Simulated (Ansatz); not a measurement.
# Sn on Zr(0001), ontop start, 2x2 cell: photoemission fingerprints, part 4 of 5

Aim: how the adsorbate changes the work function, the valence spectrum and the core levels in Sn on Zr(0001), ontop start, 2x2 cell. Spin–orbit coupling is left out of the bands throughout.

Ansatz 0.2.0; DFT, PBE, plane-wave PAW, default files, scalar-relativistic.

So far, work function, upper face (eV): step 2 (the clean face) 4.16; step 3 (relaxation) 4.58.

### 4. Bands by layer (continued)

Share of each shell in the spectrum's area (%), by photon energy:

```
shell  21.2 eV  100 eV  1253.6 eV  1486.7 eV  5414.7 eV
Sn 5s      0.0     1.7        0.6        0.6        1.1
Sn 5p      1.6     0.8        0.5        0.5        0.6
Sn 4d      0.0    58.8       22.3       20.2        8.2
Zr 5s      0.2     1.0        0.9        1.0        2.1
Zr 4p      0.0    30.4       65.6       68.6       84.7
Zr 4d     98.1     7.3       10.1        9.0        3.1
```

Regions along c: top from 14.5 to 21.5 Å, middle from 10.7 to 14.5 Å, bottom from 3.5 to 10.7 Å.

The largest force component on a free atom is 0.019 eV/Å, so the atoms are at rest for these settings too. At the Fermi level the DOS is 22.53 states/eV a cell, and on the broadened curves Zr 4d holds 86 % of the total there.

### 5. Z+1 stand-in on atom 2

System of this step: Zr15NbSn. The cell holds 17 atoms: 1 Sn, 1 Nb and 15 Zr. Its edges and angles: a = 6.460 Å, b = 6.460 Å, c = 25.305 Å, α = 90.0°, β = 90.0°, γ = 60.0°. It derives from Zr. Regions: ad, 1 atom (1 Sn); L1, 4 atoms (1 Nb and 3 Zr); L2, 4 atoms (4 Zr); L3, 4 atoms (4 Zr); rest, 4 atoms (4 Zr). Vacuum lies along c.

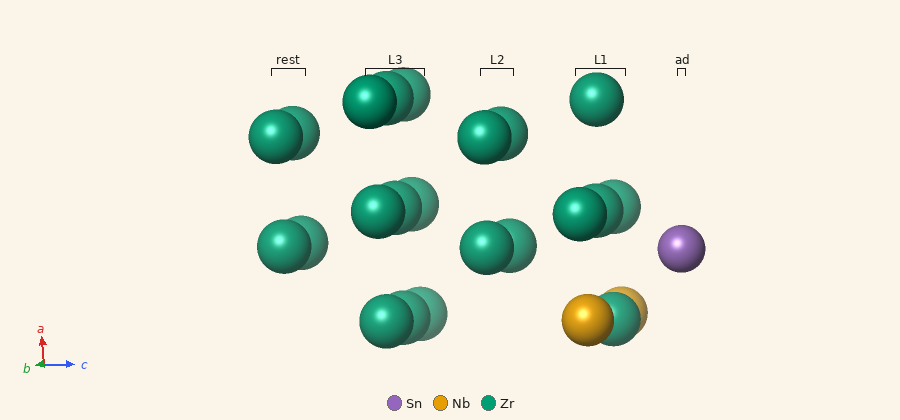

The cell of this step (tin purple, niobium orange, zirconium teal). Some periodic images of atoms are drawn too.

An atom with a screened core hole acts much like the next element, so total energies with that element on different sites give core-level shifts.

Contents of input.yaml:

```yaml
crystal:
  lattice:
    - [6.46, 0.0, 0.0]
    - [3.23, 5.5945241084, 0.0]
    - [0.0, 0.0, 25.305]
  atoms:
    - { symbol: Sn, position: [0.3300328715, -0.1648945932, 0.6931355644] }
    - { symbol: Nb, position: [0.0090396434, -0.0042176514, 0.5996376517] }
    - { symbol: Zr, position: [0.4917065458, -0.004250038, 0.5998125966] }
    - { symbol: Zr, position: [-0.0026389413, 0.5016527623, 0.6084423502] }
    - { symbol: Zr, position: [0.4916102371, 0.5131595436, 0.59989732] }
    - { symbol: Zr, position: [0.8343735509, 0.3382722407, 0.5046022977] }
    - { symbol: Zr, position: [0.3239716074, 0.3382688482, 0.504614342] }
    - { symbol: Zr, position: [0.8342406019, 0.8277703031, 0.5045958288] }
    - { symbol: Zr, position: [0.331458841, 0.8344346429, 0.4987457889] }
    - { symbol: Zr, position: [0.0, 0.0, 0.398537838] }
    - { symbol: Zr, position: [0.5, 0.0, 0.398537838] }
    - { symbol: Zr, position: [0.0, 0.5, 0.398537838] }
    - { symbol: Zr, position: [0.5, 0.5, 0.398537838] }
    - { symbol: Zr, position: [0.833333333, 0.333333333, 0.296384114] }
    - { symbol: Zr, position: [0.333333333, 0.333333333, 0.296384114] }
    - { symbol: Zr, position: [0.833333333, 0.833333333, 0.296384114] }
    - { symbol: Zr, position: [0.333333333, 0.833333333, 0.296384114] }
kpoints:
  mp_grid: { grid: [6, 6, 1] }
scf:
  occupations: { method: fermi_dirac, width: 0.05 }
  n_extra_bands: 16
hamiltonian:
  xc: pbe
  pseudopotentials: { kind: paw }
output:
  forces: true
  write_potential: true
  volumetric_format: []
efield:
  axis: 3
  dipole_correction: true
```

Command:

```
> ansatz run input.yaml --threads 8 --pin off --max-ram 20480MiB --backend cpu --events-out ev --progress --plain --runs-dir out
```

Numbers of over 12 decimals in the logs are rounded to 6 here.

Log:

```text
[...]
Crystal: 17 atoms, lattice volume = 914.539 Å³
Basis set: ecut = 420 eV, 17941 PW (Γ), exchange–correlation on 90×90×360 points (8 copies of the dense FFT grid, shifted against one another)
Bands: 120, of which v1, the nominal top of the filled ones, is band 104 counted from 1 (103 counted from 0)
Symmetry: 1 space group operations
[...]
k-points: 20 of 36 (time reversal used)
[...]
SCF iter   1: F=—  HF=-73327.212020 eV  |F-HF|=—  |Δ(HF+E_count)|=         —  Δρ=7.83e-3  dr2=2.17e1  ethr=1.77e-3  p=-0.177 e·Å  D=-3.50e-2 V/Å  ΔV_dip=0.89 eV  dr2_dipole=1.16e1  V_vac-E_F(+/−)=4.91/4.03 eV  ⟨swp⟩=8.7  Hψ=11007  notcnv=0
[...]
SCF iter   9: F=-73326.852239 eV  HF=-73326.852239 eV  |F-HF|=2.05e-9  |Δ(HF+E_count)|=   3.77e-8  Δρ=7.43e-7  dr2=1.33e-8  ethr=4.83e-11  p=-0.062 e·Å  D=-1.22e-2 V/Å  ΔV_dip=0.31 eV  dr2_dipole=1.32e-11  V_vac-E_F(+/−)=4.49/4.18 eV  ⟨swp⟩=17.8  Hψ=19088  notcnv=0
[...]
SCF 1 converged in 9 iterations: F = -73326.852239 eV  dr2 = 1.33e-8
[...]
SCF converged after 9 iterations
Free energy (F): -73326.852239 eV
[...]
Internal energy: -73326.657729 eV  (E = F + TS)
E sigma→0 (E₀):  -73326.754984 eV
Entropy (-TS):   -0.194510 eV (-11.442 meV/atom)
Fermi energy:    3.655040 eV
Dipole field:    D = -0.012229 V/Å  (p = -0.061804 e·Å, saw-weighted, corrected)
Work function:   Φ+ = 4.4872 eV   Φ− = 4.1776 eV
[...]
--- Forces (eV/Å), atoms counted from 1 ---
  atom   1  Sn    -0.28908683     0.17287417    -0.27254234
  atom   2  Nb     0.33697761    -0.19694009    -0.49395949
  atom   3  Zr    -0.02635303     0.16012229     0.06119263
  atom   4  Zr     0.07275396    -0.04204352     0.04663353
  atom   5  Zr    -0.14846370    -0.06469944     0.04483180
  atom   6  Zr     0.02323181    -0.31048418     0.20407108
  atom   7  Zr    -0.00695929     0.00380279    -0.05212141
  atom   8  Zr     0.28580576     0.13292966     0.19851548
  atom   9  Zr    -0.21839287     0.12468925     0.16703588
  atom  10  Zr    -0.09156481     0.05261235    -0.56083503
  atom  11  Zr     0.08441034     0.07108684    -0.59283090
  atom  12  Zr    -0.00087436     0.00103462    -0.12831748
  atom  13  Zr    -0.01739265    -0.10826697    -0.59079878
  atom  14  Zr    -0.00922055     0.00712611     0.48523919
  atom  15  Zr     0.00521035    -0.00296945     0.51253217
  atom  16  Zr    -0.01052047     0.00487001     0.48532362
  atom  17  Zr     0.01042673    -0.00573723     0.48609263
  max |Σ_I F_I| component: 6.26e-5 eV/Å
--- Band table (eV; the first three rows and the last of 20) ---
  k-point 0: bands = [... 100 lower, 3.9728, 3.9757, 4.1511, 4.2008, 4.2901, 4.3040, 4.3723, 4.4327, ... 12 higher]
  k-point 1: bands = [... 100 lower, 3.8836, 3.9022, 3.9356, 4.0123, 4.0527, 4.1853, 4.2519, 4.2729, ... 12 higher]
  k-point 2: bands = [... 100 lower, 3.5235, 3.5885, 3.6084, 3.7079, 3.7789, 3.8258, 3.8984, 3.9485, ... 12 higher]
  k-point 19: bands = [... 100 lower, 3.2698, 3.3263, 3.3913, 3.4540, 3.5527, 3.6001, 3.6824, 3.7515, ... 12 higher]
```

Wall time 54 s (8 threads of Arm Neoverse V1, shared host); peak memory 4.7 GiB.

Numbers from this step:

```yaml
free_energy: -73326.8522 eV
energy_at_zero_smearing: -73326.7550 eV
smearing_term_ts: 0.1945 eV
fermi_energy: 3.655 eV
```

### 6. Z+1 stand-in on atom 4

System of this step: Zr15NbSn. The cell holds 17 atoms: 1 Sn, 15 Zr and 1 Nb. Cell: a = 6.460 Å, b = 6.460 Å, c = 25.305 Å, α = 90.0°, β = 90.0°, γ = 60.0°. It derives from Zr. Regions: ad, 1 atom (1 Sn); L1, 4 atoms (3 Zr and 1 Nb); L2, 4 atoms (4 Zr); L3, 4 atoms (4 Zr); rest, 4 atoms (4 Zr). Vacuum lies along c.

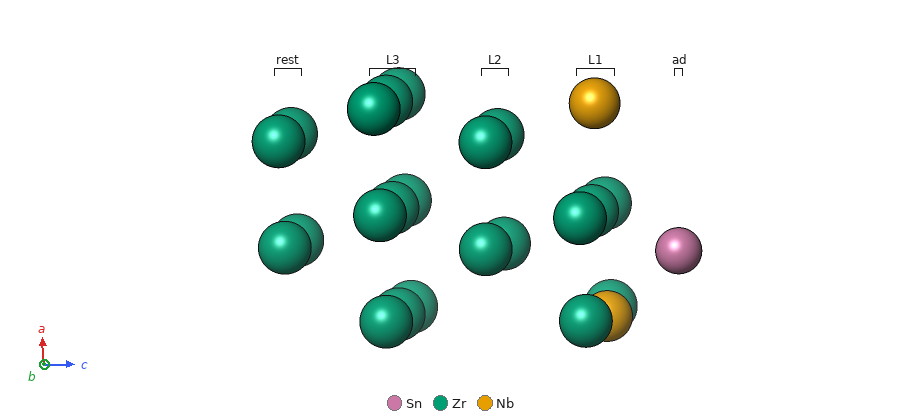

The cell of this step (tin pink, zirconium teal, niobium orange). Some periodic images of atoms are drawn too.

The same swap on atom 4.

input.yaml, as its differences from that of step 5:

```diff
@@ -7,5 +7,5 @@
     - { symbol: Sn, position: [0.3300328715, -0.1648945932, 0.6931355644] }
-    - { symbol: Nb, position: [0.0090396434, -0.0042176514, 0.5996376517] }
+    - { symbol: Zr, position: [0.0090396434, -0.0042176514, 0.5996376517] }
     - { symbol: Zr, position: [0.4917065458, -0.004250038, 0.5998125966] }
-    - { symbol: Zr, position: [-0.0026389413, 0.5016527623, 0.6084423502] }
+    - { symbol: Nb, position: [-0.0026389413, 0.5016527623, 0.6084423502] }
     - { symbol: Zr, position: [0.4916102371, 0.5131595436, 0.59989732] }
```

Log:

```text
[...]
Crystal: 17 atoms, lattice volume = 914.539 Å³
Basis set: ecut = 420 eV, 17941 PW (Γ), exchange–correlation on 90×90×360 points (8 copies of the dense FFT grid, shifted against one another)
Bands: 120, of which v1, the nominal top of the filled ones, is band 104 counted from 1 (103 counted from 0)
Symmetry: 1 space group operations
[...]
k-point 0: bands = [... 100 lower, 3.9243, 3.9292, 4.0806, 4.1723, 4.2536, 4.2586, 4.3510, 4.3672, ... 12 higher]
  k-point 1: bands = [... 100 lower, 3.8295, 3.8492, 3.9113, 3.9354, 4.0380, 4.1322, 4.2071, 4.2349, ... 12 higher]
  k-point 2: bands = [... 100 lower, 3.4659, 3.5376, 3.5787, 3.6893, 3.7401, 3.7736, 3.8832, 3.9143, ... 12 higher]
  k-point 19: bands = [... 100 lower, 3.2141, 3.2733, 3.3318, 3.4569, 3.5182, 3.6292, 3.6602, 3.6639, ... 12 higher]
[key lines of the parts left out:]
SCF converged after 9 iterations
Free energy (F): -73326.430823 eV
Fermi energy:    3.617724 eV
Dipole field:    D = -0.015308 V/Å  (p = -0.077367 e·Å, saw-weighted, corrected)
Work function:   Φ+ = 4.5745 eV   Φ− = 4.1870 eV
```

Elapsed: 61 s, on 8 threads; peak memory 4.8 GiB; 8 min of CPU time.

Numbers from this step:

```
free energy             : -73326.4308 eV
energy at zero smearing : -73326.3312 eV
smearing term TS        : 0.1993 eV
Fermi energy            : 3.618 eV
```

### 7. Z+1 stand-in on atom 10

System of this step: Zr15NbSn. The cell holds 17 atoms: 1 Sn, 15 Zr and 1 Nb. Its edges and angles: a = 6.460 Å, b = 6.460 Å, c = 25.305 Å, α = 90.0°, β = 90.0°, γ = 60.0°. It derives from Zr. Regions: ad, 1 atom (1 Sn); L1, 4 atoms (4 Zr); L2, 4 atoms (4 Zr); L3, 4 atoms (1 Nb and 3 Zr); rest, 4 atoms (4 Zr). Vacuum lies along c.

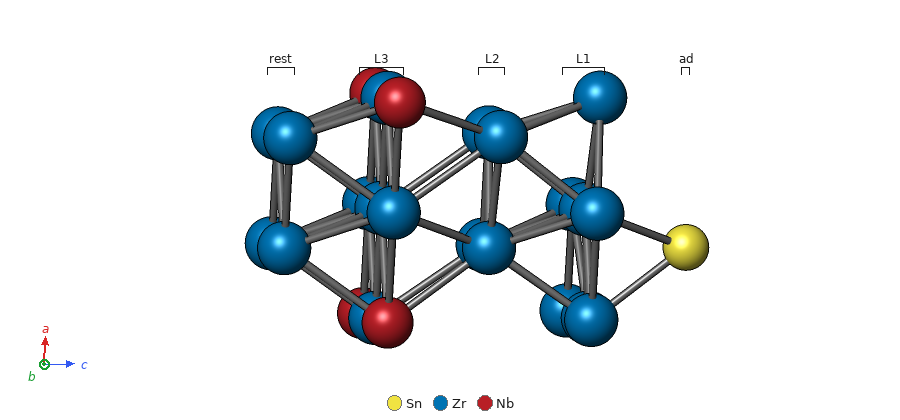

The cell of this step (tin yellow, zirconium blue, niobium red). Some periodic images of atoms are drawn too.

The same swap on atom 10.

input.yaml, as its differences from that of step 6:

```diff
@@ -9,3 +9,3 @@
     - { symbol: Zr, position: [0.4917065458, -0.004250038, 0.5998125966] }
-    - { symbol: Nb, position: [-0.0026389413, 0.5016527623, 0.6084423502] }
+    - { symbol: Zr, position: [-0.0026389413, 0.5016527623, 0.6084423502] }
     - { symbol: Zr, position: [0.4916102371, 0.5131595436, 0.59989732] }
@@ -15,3 +15,3 @@
     - { symbol: Zr, position: [0.331458841, 0.8344346429, 0.4987457889] }
-    - { symbol: Zr, position: [0.0, 0.0, 0.398537838] }
+    - { symbol: Nb, position: [0.0, 0.0, 0.398537838] }
     - { symbol: Zr, position: [0.5, 0.0, 0.398537838] }
```

Log:

```text
[...]
Crystal: 17 atoms, lattice volume = 914.539 Å³
Basis set: ecut = 420 eV, 17941 PW (Γ), exchange–correlation on 90×90×360 points (8 copies of the dense FFT grid, shifted against one another)
Bands: 120, of which v1, the nominal top of the filled ones, is band 104 counted from 1 (103 counted from 0)
Symmetry: 1 space group operations
[...]
k-point 0: bands = [... 100 lower, 3.9282, 3.9485, 4.1061, 4.1728, 4.3275, 4.3395, 4.3755, 4.3799, ... 12 higher]
  k-point 1: bands = [... 100 lower, 3.8419, 3.8591, 3.9047, 3.9884, 4.0792, 4.1762, 4.2214, 4.2464, ... 12 higher]
  k-point 2: bands = [... 100 lower, 3.5105, 3.5462, 3.5708, 3.6921, 3.7536, 3.8120, 3.9101, 3.9596, ... 12 higher]
  k-point 19: bands = [... 100 lower, 3.2493, 3.2905, 3.3686, 3.4568, 3.5291, 3.6377, 3.6897, 3.7327, ... 12 higher]
[key lines of the parts left out:]
SCF converged after 8 iterations
Free energy (F): -73326.942960 eV
Fermi energy:    3.642096 eV
Dipole field:    D = -0.016650 V/Å  (p = -0.084150 e·Å, saw-weighted, corrected)
Work function:   Φ+ = 4.5644 eV   Φ− = 4.1429 eV
```

Run time: 52 s. Hardware: 8 threads; peak memory 4.8 GiB.

Numbers from this step:

| Property | Result |
| --- | --- |
| free energy | -73326.9430 eV |
| energy at zero smearing | -73326.8513 eV |
| smearing term TS | 0.1833 eV |
| Fermi energy | 3.642 eV |

### 8. Shifts from the Z+1 runs

An atom with a screened core hole acts like the next element, so the difference of two such total energies is the shift between the two sites; positive is more bound. Shifts count from the last listed atom of each element.

```
atom   region  replaced by  shell meant  free energy (eV)  shift (eV)
 Zr2  layer 1           Nb           3d        -73326.852       +0.09
 Zr4  layer 1           Nb           3d        -73326.431       +0.51
Zr10  layer 3           Nb           3d        -73326.943       +0.00
```

The stand-in's nearest image is 6.5 Å away. The method gives no absolute levels and the same shift for every shell of an atom.

[end of part 4 of 5]

[Logs are printed without paths, hosts, clocks, repeated set-up lines and the standing remarks that a program may print on its own settings, such as how far it seeks lower states.]

[Hosts, paths, dates, database ids (printed as entryN), source tags and the programs' standing remarks are cut or masked in the printed files.]

[Maps of the electrostatic potential energy from Ansatz leave out the sawtooth potential of an applied field or a dipole correction, so their vacuum need not be flat; work functions include it.]
